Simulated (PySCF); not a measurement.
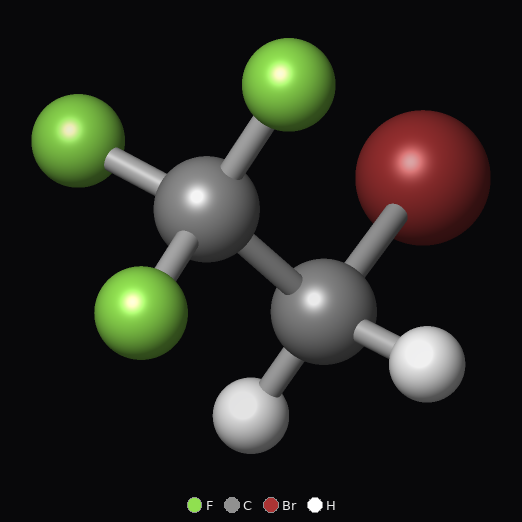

Computed geometry: PBE0-D3(BJ)/def2-SVP optimisation. No frequency run is at hand to confirm it as a minimum.

Give the structural formula.

SMILES: FC(F)(F)CBr

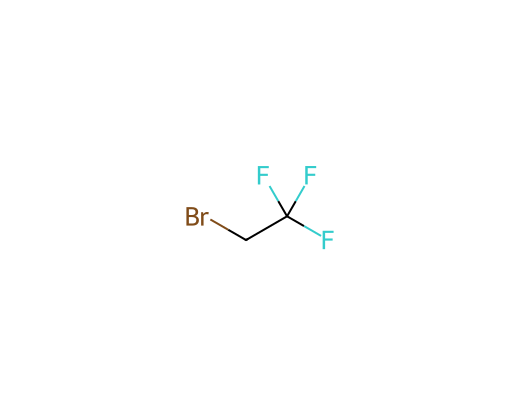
